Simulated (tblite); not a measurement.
# Geometry relaxation of C6H11O2 (part 1 of 3)

System: C6H11O2, multiplicity 2.
Method: GFN2-xTB geometry optimisation, gas phase (tblite 0.8.0).

It belongs to a series of runs on one base structure; here: H added to acyl C.

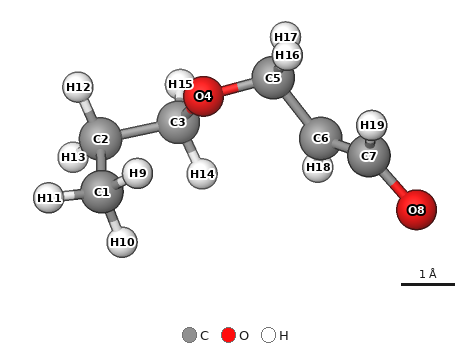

*The starting structure (ball-and-stick view, seen at a tilt; atoms are numbered from 1 in the order of the input).*

Bond lengths as drawn: C–C 1.33 to 1.54 Å, C–H 1.07 to 1.14 Å and C–O 1.37 to 1.39 Å.

## Key numbers

| quantity | value |
| --- | --- |
| outcome | converged |
| total energy | −720.9876 eV |
| hardware | 1 CPU thread, shared host |
| wall time | 1.8 s |
| peak memory | 0.18 GiB |

## The input
```
{"job": {"kind": "relax", "xc": "GFN2-xTB", "basis": "xTB"}, "charge": 0, "multiplicity": 2}
C     -1.997900    -0.343200    -1.527400
C     -2.257800     0.071200    -0.082400
C     -0.865800     0.438500     0.457400
O     -0.102600    -0.694000     0.313300
C      1.194600    -0.570300     0.755500
C      1.963900     0.488600     0.011700
C      3.058000     0.107800    -0.649400
O      3.864800     0.985100    -1.358000
H     -1.141000    -1.030600    -1.574200
H     -1.760100     0.600900    -2.089900
H     -2.893300    -0.838700    -1.932000
H     -2.555600    -0.849500     0.525700
H     -2.988300     0.873600     0.029300
H     -0.523900     1.278700    -0.195400
H     -0.999100     0.766800     1.511700
H      1.702500    -1.545600     0.637000
H      1.274100    -0.307400     1.823500
H      1.673700     1.514500     0.008000
H      3.343900    -0.936900    -0.626100
```

The first line tells a small driver script what to run in tblite; the rest is the geometry in Å.

Run as:
```bash
OMP_NUM_THREADS=1 python <driver script> task.json out
```

## What the program printed
```
step      E/eV     max force
  0    -719.89232    6.759
  1    -720.64755    1.006
  2    -720.69758    0.519
  3    -720.74633    0.435
  4    -720.76627    0.543
  5    -720.79442    0.284
  6    -720.80920    0.227
  7    -720.81766    0.204
  8    -720.82374    0.168
  9    -720.83053    0.185
 10    -720.83795    0.219
 11    -720.84543    0.225
 12    -720.85209    0.191
 13    -720.85777    0.187
 14    -720.86207    0.157
 15    -720.86452    0.099
 16    -720.86580    0.070
 17    -720.86671    0.073
 18    -720.86750    0.079
 19    -720.86818    0.072
 20    -720.86877    0.069
 21    -720.86938    0.062
 22    -720.87010    0.078
 23    -720.87083    0.063
 24    -720.87146    0.051
 25    -720.87200    0.059
 26    -720.87261    0.072
 27    -720.87333    0.078
 28    -720.87409    0.067
 29    -720.87484    0.062
 30    -720.87568    0.086
 31    -720.87672    0.095
 32    -720.87794    0.100
 33    -720.87905    0.085
 34    -720.87997    0.076
 35    -720.88087    0.109
 36    -720.88175    0.095
 37    -720.88248    0.047
 38    -720.88303    0.049
 39    -720.88354    0.071
 40    -720.88408    0.079
 41    -720.88462    0.052
 42    -720.88507    0.048
 43    -720.88551    0.064
 44    -720.88605    0.095
 45    -720.88666    0.095
 46    -720.88726    0.054
 47    -720.88781    0.048
 48    -720.88838    0.059
 49    -720.88899    0.083
 50    -720.88957    0.072
 51    -720.89000    0.050
 52    -720.89035    0.057
 53    -720.89073    0.063
 54    -720.89121    0.067
 55    -720.89179    0.051
 56    -720.89220    0.045
 57    -720.89277    0.070
 58    -720.89351    0.075
 59    -720.89446    0.070
 60    -720.89538    0.077
 61    -720.89630    0.082
 62    -720.89745    0.107
 63    -720.89903    0.134
 64    -720.90112    0.139
 65    -720.90316    0.160
 66    -720.90442    0.127
 67    -720.90687    0.105
 68    -720.90895    0.092
 69    -720.91078    0.117
 70    -720.91287    0.088
 71    -720.91432    0.085
 72    -720.91500    0.109
 73    -720.91602    0.189
 74    -720.91720    0.099
 75    -720.91889    0.077
 76    -720.92070    0.100
 77    -720.92187    0.086
 78    -720.92366    0.095
 79    -720.92521    0.068
 80    -720.92615    0.083
 81    -720.92726    0.093
 82    -720.92811    0.070
 83    -720.92966    0.059
 84    -720.93029    0.068
 85    -720.93122    0.075
 86    -720.93183    0.068
 87    -720.93266    0.061
 88    -720.93368    0.080
 89    -720.93491    0.089
 90    -720.93622    0.108
 91    -720.93760    0.094
 92    -720.93989    0.107
 93    -720.94176    0.093
 94    -720.94380    0.107
 95    -720.94588    0.083
 96    -720.94739    0.143
 97    -720.94845    0.084
 98    -720.94928    0.073
 99    -720.95032    0.070
100    -720.95126    0.070
101    -720.95206    0.059
102    -720.95285    0.064
103    -720.95406    0.070
104    -720.95575    0.099
105    -720.95780    0.111
106    -720.95933    0.130
107    -720.96066    0.086
108    -720.96143    0.061
109    -720.96258    0.059
110    -720.96343    0.087
111    -720.96416    0.085
112    -720.96459    0.079
113    -720.96496    0.052
114    -720.96533    0.046
115    -720.96576    0.052
116    -720.96622    0.060
117    -720.96678    0.063
118    -720.96763    0.077
119    -720.96869    0.112
120    -720.97067    0.093
121    -720.97215    0.094
122    -720.97318    0.094
123    -720.97486    0.094
124    -720.97535    0.249
125    -720.97733    0.094
126    -720.97802    0.095
127    -720.97908    0.084
128    -720.98000    0.080
129    -720.98086    0.057
130    -720.98123    0.046
131    -720.98153    0.040
132    -720.98184    0.037
133    -720.98233    0.050
134    -720.98263    0.043
135    -720.98289    0.030
136    -720.98313    0.033
137    -720.98332    0.039
138    -720.98351    0.034
139    -720.98369    0.027
140    -720.98385    0.027
141    -720.98394    0.032
142    -720.98412    0.033
143    -720.98426    0.034
144    -720.98436    0.026
145    -720.98444    0.033
146    -720.98452    0.027
147    -720.98466    0.022
148    -720.98477    0.025
149    -720.98490    0.029
150    -720.98503    0.033
151    -720.98514    0.024
152    -720.98523    0.016
153    -720.98531    0.018
154    -720.98540    0.020
155    -720.98551    0.018
156    -720.98560    0.018
157    -720.98568    0.023
158    -720.98577    0.028
159    -720.98585    0.025
160    -720.98593    0.017
161    -720.98601    0.020
162    -720.98609    0.029
163    -720.98620    0.037
164    -720.98633    0.034
165    -720.98648    0.025
166    -720.98663    0.023
167    -720.98675    0.026
168    -720.98687    0.027
169    -720.98698    0.024
170    -720.98709    0.021
171    -720.98718    0.020
172    -720.98726    0.019
173    -720.98734    0.019
174    -720.98742    0.017
175    -720.98749    0.019
176    -720.98755    0.016
177    -720.98757    0.011
178    -720.98759    0.006
```

## Trajectory as extended XYZ (Å, eV, eV/Å), 25 of the 179 frames kept, from step=0 to step=178
```
19
Properties=species:S:1:pos:R:3:forces:R:3 step=0 energy=-719.89232
C    -1.9979   -0.3432   -1.5274   -0.5580   0.6280  -0.5060
C    -2.2578    0.0712   -0.0824    0.4980  -1.7230   0.6950
C    -0.8658    0.4385    0.4574   -1.7100   1.5000  -0.1270
O    -0.1026   -0.6940    0.3133    0.0920  -0.8530   0.4570
C     1.1946   -0.5703    0.7555    1.1240   0.3250  -0.1410
C     1.9639    0.4886    0.0117   -0.9540  -0.3160   0.9950
C     3.0580    0.1078   -0.6494    4.7940   3.0910  -3.6260
O     3.8648    0.9851   -1.3580   -3.1710  -3.4560   2.7340
H    -1.1410   -1.0306   -1.5742   -0.4990   0.3360  -0.0480
H    -1.7601    0.6009   -2.0899   -0.2770  -1.0850   0.1750
H    -2.8933   -0.8387   -1.9320    0.4460   0.3140  -0.1210
H    -2.5556   -0.8495    0.5257   -0.0550   1.1560  -0.7690
H    -2.9883    0.8736    0.0293    0.1780  -0.1940  -0.0410
H    -0.5239    1.2787   -0.1954    0.1780  -0.2650   0.6340
H    -0.9991    0.7668    1.5117    0.5370  -0.0290  -0.2890
H     1.7025   -1.5456    0.6370   -0.3500   0.2380  -0.0970
H     1.2741   -0.3074    1.8235   -0.2910   0.0680   0.2130
H     1.6737    1.5145    0.0080   -0.2630   0.3520   0.0850
H     3.3439   -0.9369   -0.6261    0.2830  -0.0890  -0.2240
19
Properties=species:S:1:pos:R:3:forces:R:3 step=7 energy=-720.81766
C    -2.0463   -0.3405   -1.5461    0.0200   0.0090  -0.0390
C    -2.2562    0.0319   -0.0819   -0.0980   0.0220  -0.0330
C    -0.9052    0.4552    0.4802   -0.1530   0.0250   0.0240
O    -0.1018   -0.6990    0.4041   -0.0240  -0.0090  -0.0790
C     1.2366   -0.5404    0.7732    0.0770  -0.0450   0.0440
C     2.0113    0.4883    0.0483    0.1350  -0.0780  -0.0480
C     3.1689    0.1473   -0.6942   -0.0180  -0.0280   0.0230
O     3.8487    0.9277   -1.3465   -0.0200   0.0370   0.0250
H    -1.1978   -1.0168   -1.6000   -0.0830  -0.1100  -0.0960
H    -1.7990    0.5460   -2.1258   -0.0750   0.0310  -0.0360
H    -2.9142   -0.8206   -1.9887   -0.0400   0.0420   0.0880
H    -2.6119   -0.8300    0.4857    0.0170   0.0100  -0.0670
H    -2.9818    0.8376    0.0219   -0.0030   0.0490  -0.0010
H    -0.5005    1.2744   -0.1292    0.0150  -0.0510  -0.0230
H    -0.9538    0.8006    1.5220   -0.1580   0.0150   0.0710
H     1.6785   -1.5271    0.6197    0.0780  -0.0610   0.1000
H     1.2571   -0.2932    1.8532    0.1840   0.0370   0.0800
H     1.6442    1.5044    0.0240    0.1220  -0.0200  -0.0290
H     3.4134   -0.9364   -0.6817    0.0250   0.1250  -0.0050
19
Properties=species:S:1:pos:R:3:forces:R:3 step=15 energy=-720.86452
C    -2.0864   -0.3368   -1.5708   -0.0080  -0.0250  -0.0600
C    -2.2633    0.0335   -0.1041   -0.0310  -0.0440  -0.0100
C    -0.9219    0.4485    0.4975   -0.0280  -0.0010  -0.0190
O    -0.0844   -0.6905    0.4600   -0.0410  -0.0730  -0.0190
C     1.2705   -0.5398    0.8050   -0.0030  -0.0090   0.0120
C     2.0573    0.4631    0.0561    0.0000  -0.0110  -0.0570
C     3.2108    0.1480   -0.6992   -0.0210  -0.0130   0.0130
O     3.8549    0.9643   -1.3470    0.0120  -0.0440   0.0220
H    -1.2760   -1.0529   -1.6651    0.0310  -0.0240  -0.0080
H    -1.8453    0.5398   -2.1661    0.0100   0.0360  -0.0110
H    -2.9865   -0.7916   -1.9716   -0.0930   0.0340   0.0040
H    -2.6432   -0.8307    0.4395    0.0380  -0.0380   0.0680
H    -2.9845    0.8455    0.0051    0.0700   0.0280   0.0060
H    -0.5034    1.2648   -0.1022    0.0480   0.0390  -0.0060
H    -1.0436    0.7991    1.5329    0.0030  -0.0100   0.0230
H     1.6960   -1.5407    0.6815    0.0030   0.0050  -0.0250
H     1.3452   -0.2739    1.8794   -0.0140   0.0630   0.0440
H     1.7086    1.4843    0.0172   -0.0090   0.0280   0.0140
H     3.4852   -0.9249   -0.7099    0.0320   0.0570   0.0070
19
Properties=species:S:1:pos:R:3:forces:R:3 step=22 energy=-720.87010
C    -2.1000   -0.3402   -1.5794   -0.0020   0.0090  -0.0140
C    -2.2589    0.0257   -0.1095   -0.0030   0.0130   0.0300
C    -0.9211    0.4407    0.4951    0.0320  -0.0050   0.0080
O    -0.0848   -0.6979    0.4674    0.0020  -0.0770  -0.0140
C     1.2697   -0.5376    0.8092    0.0300   0.0020  -0.0270
C     2.0511    0.4594    0.0451    0.0540   0.0140  -0.0210
C     3.2136    0.1474   -0.6983    0.0220  -0.0030   0.0120
O     3.8629    0.9650   -1.3398   -0.0170   0.0020   0.0180
H    -1.2977   -1.0644   -1.6877   -0.0280  -0.0350  -0.0140
H    -1.8532    0.5387   -2.1697    0.0180   0.0320  -0.0070
H    -3.0179   -0.7693   -1.9699   -0.0250  -0.0080  -0.0010
H    -2.6308   -0.8346    0.4475   -0.0170  -0.0070  -0.0110
H    -2.9641    0.8496    0.0043   -0.0350  -0.0070   0.0140
H    -0.4919    1.2590   -0.0934    0.0240   0.0320  -0.0420
H    -1.0551    0.7885    1.5300    0.0150   0.0020   0.0370
H     1.6998   -1.5370    0.6892    0.0010   0.0100   0.0260
H     1.3468   -0.2501    1.8800   -0.0190   0.0030  -0.0120
H     1.7155    1.4856    0.0202   -0.0250   0.0200  -0.0150
H     3.5065   -0.9192   -0.7025   -0.0260   0.0010   0.0320
19
Properties=species:S:1:pos:R:3:forces:R:3 step=30 energy=-720.87568
C    -2.1261   -0.3342   -1.5880   -0.0020  -0.0030   0.0300
C    -2.2541    0.0200   -0.1110   -0.0030   0.0080   0.0460
C    -0.9089    0.4243    0.4867    0.0230  -0.0310   0.0020
O    -0.0748   -0.7168    0.4566    0.0240  -0.0550  -0.0620
C     1.2750   -0.5342    0.8036    0.0130   0.0280   0.0190
C     2.0512    0.4667    0.0371    0.0410  -0.0050  -0.0090
C     3.2282    0.1548   -0.6809    0.0000  -0.0220  -0.0170
O     3.8819    0.9652   -1.3267   -0.0020  -0.0050   0.0260
H    -1.3609   -1.0939   -1.7216    0.0030   0.0040   0.0190
H    -1.8499    0.5430   -2.1698   -0.0200  -0.0220   0.0000
H    -3.0683   -0.7256   -1.9627   -0.0040   0.0460  -0.0280
H    -2.6265   -0.8420    0.4434    0.0100  -0.0250  -0.0100
H    -2.9596    0.8414    0.0214    0.0010   0.0240   0.0000
H    -0.4679    1.2409   -0.0974   -0.0510   0.0130  -0.0440
H    -1.0308    0.7663    1.5263   -0.0230   0.0170  -0.0010
H     1.7240   -1.5298    0.7178   -0.0230   0.0580  -0.0120
H     1.3309   -0.2151    1.8658    0.0060  -0.0190   0.0490
H     1.7082    1.4908    0.0004   -0.0190  -0.0140  -0.0160
H     3.5185   -0.9122   -0.6631    0.0260   0.0040   0.0090
19
Properties=species:S:1:pos:R:3:forces:R:3 step=37 energy=-720.88248
C    -2.1646   -0.3245   -1.5895   -0.0130  -0.0030   0.0160
C    -2.2570    0.0054   -0.1044    0.0260   0.0010   0.0080
C    -0.8964    0.3975    0.4656    0.0090   0.0150  -0.0050
O    -0.0448   -0.7313    0.4132   -0.0140   0.0400  -0.0020
C     1.2895   -0.5194    0.8101   -0.0360  -0.0240  -0.0010
C     2.0637    0.4762    0.0348   -0.0150  -0.0200   0.0360
C     3.2542    0.1579   -0.6574    0.0100   0.0270   0.0120
O     3.9131    0.9632   -1.3034    0.0330  -0.0180  -0.0170
H    -1.4448   -1.1247   -1.7394   -0.0230   0.0100  -0.0250
H    -1.8465    0.5436   -2.1636    0.0140  -0.0030   0.0350
H    -3.1341   -0.6443   -1.9624    0.0080  -0.0240  -0.0150
H    -2.6253   -0.8668    0.4373    0.0030   0.0230   0.0150
H    -2.9478    0.8359    0.0550   -0.0010  -0.0310   0.0160
H    -0.4807    1.2197   -0.1319   -0.0350   0.0090   0.0240
H    -0.9964    0.7362    1.5101   -0.0090   0.0050  -0.0430
H     1.7591   -1.5052    0.7492   -0.0030  -0.0100   0.0000
H     1.3060   -0.1910    1.8723   -0.0130   0.0000  -0.0360
H     1.6898    1.4874   -0.0477    0.0320  -0.0310  -0.0160
H     3.5534   -0.9065   -0.6098    0.0250   0.0340  -0.0010
19
Properties=species:S:1:pos:R:3:forces:R:3 step=44 energy=-720.88605
C    -2.1902   -0.3222   -1.5872   -0.0020  -0.0010   0.0040
C    -2.2602   -0.0071   -0.0980    0.0090  -0.0010   0.0010
C    -0.8930    0.3912    0.4489   -0.0120   0.0300   0.0090
O    -0.0330   -0.7302    0.3789    0.0060   0.0950   0.0040
C     1.2925   -0.5170    0.8062   -0.0070   0.0060  -0.0030
C     2.0800    0.4739    0.0371   -0.0310  -0.0050  -0.0120
C     3.2821    0.1627   -0.6380    0.0140  -0.0050  -0.0030
O     3.9393    0.9624   -1.2926    0.0020   0.0160   0.0100
H    -1.4999   -1.1423   -1.7624    0.0180  -0.0020   0.0250
H    -1.8407    0.5460   -2.1417   -0.0170   0.0040  -0.0150
H    -3.1679   -0.6063   -1.9669   -0.0190   0.0130   0.0150
H    -2.6185   -0.8788    0.4501    0.0080  -0.0120  -0.0080
H    -2.9466    0.8224    0.0827   -0.0270  -0.0240  -0.0200
H    -0.5010    1.2260   -0.1489    0.0070  -0.0380   0.0210
H    -0.9854    0.7284    1.4946    0.0280  -0.0250  -0.0150
H     1.7675   -1.5011    0.7665   -0.0170  -0.0180  -0.0070
H     1.2813   -0.1782    1.8646    0.0000  -0.0040  -0.0270
H     1.6910    1.4748   -0.0816    0.0050   0.0070   0.0020
H     3.5929   -0.8953   -0.5744    0.0360  -0.0350   0.0190
19
Properties=species:S:1:pos:R:3:forces:R:3 step=52 energy=-720.89035
C    -2.2163   -0.3196   -1.5807    0.0020   0.0160   0.0110
C    -2.2660   -0.0183   -0.0887   -0.0160   0.0070   0.0060
C    -0.8958    0.4028    0.4349   -0.0170  -0.0060  -0.0050
O    -0.0257   -0.7065    0.3258   -0.0080   0.0150   0.0190
C     1.2894   -0.5129    0.7898    0.0070   0.0010  -0.0110
C     2.0974    0.4620    0.0230   -0.0070   0.0060  -0.0010
C     3.3222    0.1593   -0.6143    0.0260   0.0050   0.0070
O     3.9746    0.9641   -1.2682    0.0180   0.0120   0.0010
H    -1.5488   -1.1549   -1.7677    0.0200  -0.0070  -0.0130
H    -1.8493    0.5474   -2.1251   -0.0060  -0.0010  -0.0340
H    -3.2057   -0.5677   -1.9541   -0.0180  -0.0260   0.0040
H    -2.5951   -0.9016    0.4591    0.0140  -0.0220  -0.0060
H    -2.9760    0.7871    0.1025    0.0060   0.0440   0.0350
H    -0.5267    1.2481   -0.1629   -0.0140  -0.0080   0.0460
H    -0.9634    0.7193    1.4890   -0.0030   0.0010  -0.0380
H     1.7476   -1.5052    0.7695    0.0200  -0.0140  -0.0190
H     1.2575   -0.1662    1.8442   -0.0010  -0.0050  -0.0090
H     1.7041    1.4577   -0.1216   -0.0150   0.0180  -0.0200
H     3.6661   -0.8856   -0.5163   -0.0070  -0.0360   0.0280
19
Properties=species:S:1:pos:R:3:forces:R:3 step=59 energy=-720.89446
C    -2.2563   -0.3102   -1.5748    0.0060  -0.0120  -0.0030
C    -2.2739   -0.0252   -0.0777   -0.0150  -0.0210  -0.0160
C    -0.8997    0.4070    0.4200    0.0050  -0.0020  -0.0100
O    -0.0171   -0.6854    0.2673   -0.0050  -0.0530  -0.0170
C     1.2887   -0.5062    0.7582    0.0310   0.0100  -0.0020
C     2.1142    0.4586   -0.0013    0.0380  -0.0040  -0.0280
C     3.3743    0.1588   -0.5704    0.0040  -0.0090   0.0060
O     4.0404    0.9528   -1.2237    0.0150   0.0060   0.0170
H    -1.6090   -1.1595   -1.7738    0.0000  -0.0030  -0.0170
H    -1.8756    0.5432   -2.1318   -0.0450   0.0330   0.0310
H    -3.2579   -0.5390   -1.9300    0.0090  -0.0120   0.0000
H    -2.5629   -0.9322    0.4537   -0.0430   0.0140   0.0360
H    -2.9907    0.7637    0.1585    0.0100  -0.0110  -0.0310
H    -0.5629    1.2719   -0.1641    0.0470   0.0450  -0.0260
H    -0.9447    0.7041    1.4786   -0.0200  -0.0090   0.0470
H     1.7451   -1.5008    0.7529   -0.0140   0.0020  -0.0260
H     1.2345   -0.1574    1.8092    0.0240   0.0050   0.0430
H     1.7076    1.4400   -0.1974   -0.0160   0.0140  -0.0320
H     3.7362   -0.8749   -0.4153   -0.0290   0.0080   0.0260
19
Properties=species:S:1:pos:R:3:forces:R:3 step=67 energy=-720.90687
C    -2.3270   -0.3042   -1.5612   -0.0300  -0.0120  -0.0160
C    -2.2873   -0.0384   -0.0629   -0.0240   0.0100  -0.0040
C    -0.9065    0.4162    0.4016   -0.0130  -0.0420   0.0460
O    -0.0034   -0.6468    0.1805   -0.0100  -0.0390   0.0020
C     1.2969   -0.4877    0.6865    0.0290   0.0170  -0.0670
C     2.1414    0.4610   -0.0764    0.0470  -0.0160  -0.0120
C     3.4679    0.1628   -0.4767   -0.0390  -0.0180   0.0460
O     4.1995    0.9181   -1.1043   -0.0510  -0.0100   0.0380
H    -1.6764   -1.1390   -1.8037    0.0620   0.0440  -0.0220
H    -2.0070    0.5702   -2.1221    0.0400   0.0160   0.0160
H    -3.3360   -0.5541   -1.8728   -0.0820  -0.0320  -0.0050
H    -2.5466   -0.9553    0.4702    0.0290   0.0290   0.0030
H    -3.0132    0.7287    0.2114    0.0060   0.0420  -0.0360
H    -0.5907    1.3203   -0.1395   -0.0720  -0.0490  -0.0220
H    -0.9440    0.6540    1.4745    0.0510   0.0430   0.0810
H     1.7357   -1.4917    0.6632    0.0220   0.0290   0.0310
H     1.2548   -0.1604    1.7478   -0.0130  -0.0050  -0.0550
H     1.7117    1.4024   -0.3935    0.0320  -0.0680  -0.0080
H     3.8204   -0.8470   -0.1847    0.0150   0.0620  -0.0190
19
Properties=species:S:1:pos:R:3:forces:R:3 step=74 energy=-720.91720
C    -2.3710   -0.3008   -1.5456    0.0060   0.0030   0.0420
C    -2.3027   -0.0414   -0.0455   -0.0150  -0.0070   0.0160
C    -0.9189    0.4216    0.4020    0.0080  -0.0150  -0.0200
O    -0.0094   -0.6224    0.1153    0.0330   0.0100   0.0220
C     1.2952   -0.4822    0.6096    0.0090  -0.0070  -0.0070
C     2.1644    0.4503   -0.1426   -0.0530  -0.0800   0.0250
C     3.5270    0.1663   -0.3963   -0.0180  -0.0130   0.0170
O     4.2993    0.8977   -1.0013    0.0050   0.0430  -0.0050
H    -1.6777   -1.0895   -1.8221    0.0140   0.0060   0.0140
H    -2.1089    0.5986   -2.0966   -0.0180   0.0210  -0.0330
H    -3.3778   -0.6031   -1.8250    0.0330   0.0080  -0.0160
H    -2.5335   -0.9599    0.4953   -0.0620  -0.0100  -0.0160
H    -3.0341    0.7199    0.2291    0.0110   0.0150   0.0500
H    -0.6397    1.3459   -0.1233    0.0170  -0.0200  -0.0080
H    -0.9234    0.6283    1.4853    0.0230   0.0020  -0.0350
H     1.7284   -1.4890    0.5827   -0.0150  -0.0250   0.0190
H     1.2685   -0.1702    1.6756   -0.0240   0.0180  -0.0230
H     1.7352    1.3505   -0.5537   -0.0020   0.0290  -0.0400
H     3.8694   -0.8112   -0.0048    0.0490   0.0210  -0.0010
```
